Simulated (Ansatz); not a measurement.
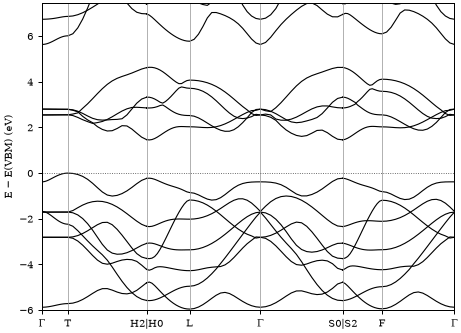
Figure. Band structure from the program Ansatz at the PBE level (PAW)

The gap is 1.45 eV; an edge lies off the plotted path or next to a special point (maximum at T, minimum off the standard path).

The material is MoS$_{2}$ in space group R3m (No. 160; Mo on 3a, S on 3a, S on 3a).

The PBE relaxation kept the symmetry of its start. No spin polarisation was allowed. A crystal of weakly bound layers computed without a dispersion correction: the cell and the soft elastic constants depend strongly on that. Scalar-relativistic: spin–orbit coupling is off unless named, which matters more the heavier the elements.

Potentials: the later of the program's two PAW sets.
